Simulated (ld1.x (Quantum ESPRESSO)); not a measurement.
# How the rcutus of the d waves shapes a PAW potential for In, part 2 of 2

Aim: generate and test one potential in full, then change the rcutus of the d waves and see what happens to hardness, ghosts and transferability.

ld1.x (Quantum ESPRESSO) 7.5; first potential PBE, scalar-relativistic. The steps go on from the part before.

### 6 Variant: rcutus of the d waves (bohr) = 1.42

Input file In.in:

```
 &input
   title='In', zed=49., rel=1, dft='PBE', iswitch=3,
   config='[Kr] 4d10 5s2 5p1',
   nld=3, rlderiv=3.65, eminld=-3.0, emaxld=5.0, deld=0.02
 /
 &inputp
   pseudotype=3, lpaw=.true., tm=.true., lloc=-1, rcloc=2.05,
   nlcc=.true., new_core_ps=.true.,
   which_augfun='BESSEL', rmatch_augfun=1.30,
   file_pseudopw='In.UPF', file_wfcaegen='ae.wfc', file_wfcncgen='nc.wfc', file_beta='beta', file_chi='chi', file_wfcusgen='us.wfc'
 /
6
5S  1  0   2.00   0.00  2.30  2.60  0.0
5S  1  0   0.00   0.90  2.30  2.60  0.0
5P  2  1   1.00   0.00  2.95  3.35  0.0
5P  2  1   0.00   0.10  2.95  3.35  0.0
4D  3  2  10.00   0.00  1.34  1.42  0.0
4D  3  2   0.00  -0.40  1.34  1.42  0.0
 &test
   configts(1)='4d10 5s2 5p1'
 /
```

Launch:

```console
$ ld1.x < In.in > In.out
```

The output, In.out (without the banner and most projector matrices):

```text
     Program LD1 v.7.5
     [... all-electron run as in step 2 ...]


     --------------------- Generating PAW atomic setup --------------------

      Generating local potential from pseudized AE potential:
      Matching radius rcloc =   2.0500

      Local pseudo, rcloc= 2.030 Estimated cut-off energy=     6.04 Ry

      Computing core charge for nlcc:

       r > 0.68 : true rho core
      Core charge pseudized with two Bessel functions
      Integrated core pseudo-charge :  13.42
      Wfc-us  5S rcutus= 2.607  Estimated cut-off energy=     6.95 Ry
      Wfc-us  5S rcutus= 2.607  Estimated cut-off energy=    11.29 Ry
      Wfc-us  5P rcutus= 3.347  Estimated cut-off energy=     6.84 Ry
      Wfc-us  5P rcutus= 3.347  Estimated cut-off energy=     7.58 Ry
      Wfc-us  4D rcutus= 1.431  Estimated cut-off energy=    56.93 Ry
      Wfc-us  4D rcutus= 1.431  Estimated cut-off energy=    62.07 Ry

     Required augmentation: BESSEL   radius:    1.300000
     Suggested rho cutoff for augmentation:  57.78 Ry

     Estimated PAW energy = -410.586337 Ryd

     The PAW screened D coefficients
     1.93446     1.77844     0.00000     0.00000     0.00000     0.00000
     1.77844     1.66902     0.00000     0.00000     0.00000     0.00000
     0.00000     0.00000     0.34191     0.28289     0.00000     0.00000
     0.00000     0.00000     0.28289     0.23508     0.00000     0.00000
     0.00000     0.00000     0.00000     0.00000    -3.63235    -2.17854
     0.00000     0.00000     0.00000     0.00000    -2.17854    -1.30822

     The PAW descreened D coefficients (US)
    -0.86057    -0.71986     0.00000     0.00000     0.00000     0.00000
    -0.71986    -0.59686     0.00000     0.00000     0.00000     0.00000
     0.00000     0.00000    -0.56769    -0.44406     0.00000     0.00000
     0.00000     0.00000    -0.44406    -0.34793     0.00000     0.00000
     0.00000     0.00000     0.00000     0.00000    -2.75810    -1.59094
     0.00000     0.00000     0.00000     0.00000    -1.59094    -0.91776

     ------------------- End of pseudopotential generation -------------------

     [... all-electron run as in step 2 ...]


     Computing logarithmic derivative in   3.63079
     Computing logarithmic derivative in   3.63079
     Computing the partial wave expansion
     R is outside the sphere for l=    0 j= 0.00
     R is outside the sphere for l=    0 j= 0.00
     R is outside the sphere for l=    1 j= 0.00
     R is outside the sphere for l=    1 j= 0.00
     R is outside the sphere for l=    2 j= 0.00
     R is outside the sphere for l=    2 j= 0.00

     ---------------------- Testing the pseudopotential ----------------------

     In
     scalar relativistic calculation

     atomic number is 49.00   valence charge is 13.00
     dft = SLA  PW   PBX  PBC   lsd =0 sic =0 latt =0  beta=0.20 tr2=1.0E-14
     mesh =1241 r(mesh) = 100.30140 xmin = -7.00 dx = 0.01250

     n l     nl             e AE (Ry)        e PS (Ry)    De AE-PS (Ry)
     3 2     4D   1(10.00)       -1.36879       -1.36879        0.00000
     1 0     5S   1( 2.00)       -0.60349       -0.60350        0.00000
     2 1     5P   1( 1.00)       -0.18511       -0.18511        0.00000

     eps = 1.9E-16  iter =  4

     Etot =  -11763.278081 Ry,   -5881.639040 Ha, -160047.551690 eV
     Etotps =  -410.586347 Ry,    -205.293174 Ha,   -5586.311843 eV

     Ekin =     220.544665 Ry,     110.272333 Ha,    3000.663035 eV
     Encl =    -415.362700 Ry,    -207.681350 Ha,   -5651.297438 eV
     Ehrt =     103.229198 Ry,      51.614599 Ha,    1404.504792 eV
     Ecxc =    -318.997510 Ry,    -159.498755 Ha,   -4340.182232 eV
     (Ecc =     -30.287144 Ry,     -15.143572 Ha,    -412.077593 eV)

     ---------------------- End of pseudopotential test ----------------------
```

Wall time 2.2 s (1 thread, shared host). (Generation and the later configuration tests together.)

The new file went through the configuration test as well (its log is not shown).

Energies count from the reference configuration 4d10 5s2 5p1; the error is all-electron less pseudo.

| valence configuration | charge | ΔE all-electron (eV) | error AE − PS (meV) |
| --- | --- | --- | --- |
| 4d10 5s2 5p0 | +1 | 5.363 | +2.9 |
| 4d10 5s1 5p0 | +2 | 24.598 | +21 |
| 4d10 5s0 5p0 | +3 | 52.918 | +39 |
| 4d10 5s2 5p0.5 | +0.5 | 1.940 | +0.3 |
| 4d10 5s0 5p3 | 0 | 11.947 | -0.5 |
| 4d10 5s1 5p1 | +1 | 11.956 | +2.8 |
| 4d10 5s1 5p2 | 0 | 5.841 | +1.2 |

With this change the loose cutoff goes from 35 Ry to 70 Ry, the largest test error goes from +9.9 to +39 meV and there is no bound ghost.

### 7 Variant: rcutus of the d waves (bohr) = 2.72

Edit In.in of step 6 so:

```diff
@@ -16,4 +16,4 @@
 5P  2  1   0.00   0.10  2.95  3.35  0.0
-4D  3  2  10.00   0.00  1.34  1.42  0.0
-4D  3  2   0.00  -0.40  1.34  1.42  0.0
+4D  3  2  10.00   0.00  1.40  2.72  0.0
+4D  3  2   0.00  -0.40  1.40  2.72  0.0
  &test
```

Launch:

```console
$ ld1.x < In.in > In.out
```

What the program wrote to In.out (without the banner and most projector matrices):

```text
     Program LD1 v.7.5
     [... all-electron run as in step 2 ...]


     --------------------- Generating PAW atomic setup --------------------

      Generating local potential from pseudized AE potential:
      Matching radius rcloc =   2.0500

      Local pseudo, rcloc= 2.030 Estimated cut-off energy=     6.04 Ry

      Computing core charge for nlcc:

       r > 0.68 : true rho core
      Core charge pseudized with two Bessel functions
      Integrated core pseudo-charge :  13.42
      Wfc-us  5S rcutus= 2.607  Estimated cut-off energy=     6.95 Ry
      Wfc-us  5S rcutus= 2.607  Estimated cut-off energy=    11.29 Ry
      Wfc-us  5P rcutus= 3.347  Estimated cut-off energy=     6.84 Ry
      Wfc-us  5P rcutus= 3.347  Estimated cut-off energy=     7.58 Ry
      Wfc-us  4D rcutus= 2.741  Estimated cut-off energy=    16.48 Ry
      Wfc-us  4D rcutus= 2.741  Estimated cut-off energy=    28.85 Ry

     Required augmentation: BESSEL   radius:    1.300000
     Suggested rho cutoff for augmentation:  57.78 Ry

     Estimated PAW energy = -410.586337 Ryd

     The PAW screened D coefficients
     1.93446     1.77844     0.00000     0.00000     0.00000     0.00000
     1.77844     1.66902     0.00000     0.00000     0.00000     0.00000
     0.00000     0.00000     0.34191     0.28289     0.00000     0.00000
     0.00000     0.00000     0.28289     0.23508     0.00000     0.00000
     0.00000     0.00000     0.00000     0.00000    -1.48610    -0.67235
     0.00000     0.00000     0.00000     0.00000    -0.67235    -5.64955

     The PAW descreened D coefficients (US)
    -1.53583    -1.28869     0.00000     0.00000     0.00000     0.00000
    -1.28869    -1.08245     0.00000     0.00000     0.00000     0.00000
     0.00000     0.00000    -0.83855    -0.65902     0.00000     0.00000
     0.00000     0.00000    -0.65902    -0.51903     0.00000     0.00000
     0.00000     0.00000     0.00000     0.00000    10.06454    -2.66504
     0.00000     0.00000     0.00000     0.00000    -2.66504   -27.74207

     ------------------- End of pseudopotential generation -------------------

     [... all-electron run as in step 2 ...]


     Computing logarithmic derivative in   3.63079
     Computing logarithmic derivative in   3.63079
     Computing the partial wave expansion
     R is outside the sphere for l=    0 j= 0.00
     R is outside the sphere for l=    0 j= 0.00
     R is outside the sphere for l=    1 j= 0.00
     R is outside the sphere for l=    1 j= 0.00
     R is outside the sphere for l=    2 j= 0.00
     R is outside the sphere for l=    2 j= 0.00

     ---------------------- Testing the pseudopotential ----------------------

     In
     scalar relativistic calculation

     atomic number is 49.00   valence charge is 13.00
     dft = SLA  PW   PBX  PBC   lsd =0 sic =0 latt =0  beta=0.20 tr2=1.0E-14
     mesh =1241 r(mesh) = 100.30140 xmin = -7.00 dx = 0.01250

     n l     nl             e AE (Ry)        e PS (Ry)    De AE-PS (Ry)
     3 2     4D   1(10.00)       -1.36879       -1.36879        0.00000
     1 0     5S   1( 2.00)       -0.60349       -0.60350        0.00000
     2 1     5P   1( 1.00)       -0.18511       -0.18511        0.00000

     eps = 1.7E-15  iter =  3

     Etot =  -11763.278081 Ry,   -5881.639040 Ha, -160047.551690 eV
     Etotps =  -410.586339 Ry,    -205.293170 Ha,   -5586.311730 eV

     Ekin =     220.544750 Ry,     110.272375 Ha,    3000.664193 eV
     Encl =    -415.362794 Ry,    -207.681397 Ha,   -5651.298703 eV
     Ehrt =     103.229221 Ry,      51.614610 Ha,    1404.505100 eV
     Ecxc =    -318.997517 Ry,    -159.498758 Ha,   -4340.182319 eV
     (Ecc =     -30.287144 Ry,     -15.143572 Ha,    -412.077593 eV)

     ---------------------- End of pseudopotential test ----------------------
```

Wall time 1.2 s (1 thread, shared host). This counts the later configuration tests of the new file too.

The test run was repeated on this file; only its results are given.

6 tests gave no usable energy difference (4d10 5s1 5p0; 4d10 5s0 5p0; 4d10 5s2 5p0.5; 4d10 5s0 5p3; others); the test run stopped with "negative rho".

Energies count from the reference configuration 4d10 5s2 5p1; the error is all-electron less pseudo.

| valence configuration | charge | ΔE all-electron (eV) | error AE − PS (meV) |
| --- | --- | --- | --- |
| 4d10 5s2 5p0 | +1 | 5.363 | -0.9 |

Compared with the first run, the loose cutoff goes from 35 Ry to 15 Ry, the largest error in the tests that it solved is -0.9 meV (4d10 5s2 5p0), there is no bound ghost and the phase difference near zero goes from 0.00 to 0.21 rad.

### 8 Comparison

This closing draws on all 2 parts.

Cutoffs, loose and tight: the cutoffs (Ry, on a coarse ladder) from which the occupation-weighted sum of valence levels, in a spherical-Bessel basis at the reference potential, stays within 10 and 1 mRy of its value at 400 Ry; empty and scattering waves don't count. The number of plane waves in a given cell goes as the cutoff to the power 3/2; it is given for the loose cutoff, relative to the first potential. Test errors are all-electron less pseudo. The phase difference is the largest within 1 Ry of zero, over the channels with partial waves. A dash means not determined. 7 further runs were made in the same way; their inputs and logs are not shown.

| rcutus of the d waves (bohr) | outcome | cutoff, loose | cutoff, tight | plane waves, relative | bound ghosts | largest test error (meV) | phase difference near zero (rad) | lowest overlap eigenvalue (Bessel basis) |
| --- | --- | --- | --- | --- | --- | --- | --- | --- |
| 1.24 | failed: new_paw_hamiltonian: negative rho | – | – | – | – | – | – | – |
| 1.42 | generated | 70 Ry | 110 Ry | 2.83 | none | +39 | 0.001 | 0.327 |
| 1.56 | generated | 55 Ry | 90 Ry | 1.97 | none | +39 | 0.001 | 0.327 |
| 1.76 | generated | 40 Ry | 70 Ry | 1.22 | none | +12 | 0.001 | 0.327 |
| 1.85 (first) | generated | 35 Ry | 55 Ry | 1.00 | none | +9.9 | 0.001 | 0.327 |
| 1.94 | generated | 30 Ry | 50 Ry | 0.79 | none | +8.1 | 0.001 | 0.325 |
| 2.18 | generated | 25 Ry | 40 Ry | 0.60 | none | -9.5 | 0.005 | 0.114 |
| 2.4 | generated | 18 Ry | 30 Ry | 0.37 | none | -2.9 (1 test unsolved) | 0.030 | 0.070 |
| 2.64 | generated | 15 Ry | 25 Ry | 0.28 | none | -0.8 (6 tests unsolved) | 0.142 | 0.036 |
| 2.72 | generated | 15 Ry | 21 Ry | 0.28 | none | -0.9 (6 tests unsolved) | 0.207 | 0.025 |

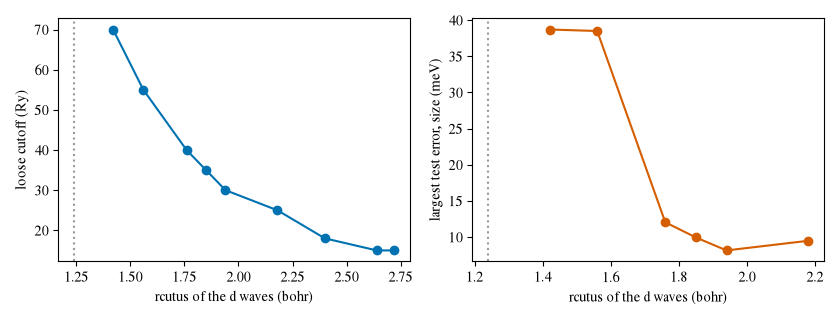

The series at a glance; dotted lines mark runs that failed.

As the rcutus of the d waves grows from 1.42 to 2.72, the loose cutoff falls from 70 Ry to 15 Ry. As the rcutus of the d waves grows from 1.42 to 2.18, the largest test error falls from 39 meV to 9.5 meV. Runs with unsolved tests are left out of that trend. Generation fails at 1.24.

The first potential by itself. The worst unpolarised test, 4d10 5s1 5p0, is off by 9.9 meV on 24.6 eV; by total energies transferability rates as good. It counts as soft on the atom at that tolerance, with 35 Ry needed at the looser tolerance. The slowest occupied level is 4d: taken alone it needs 35 Ry to come within 1 mRy, against 6 Ry or less for 5s. The Bessel-basis test finds no level below the valence levels.
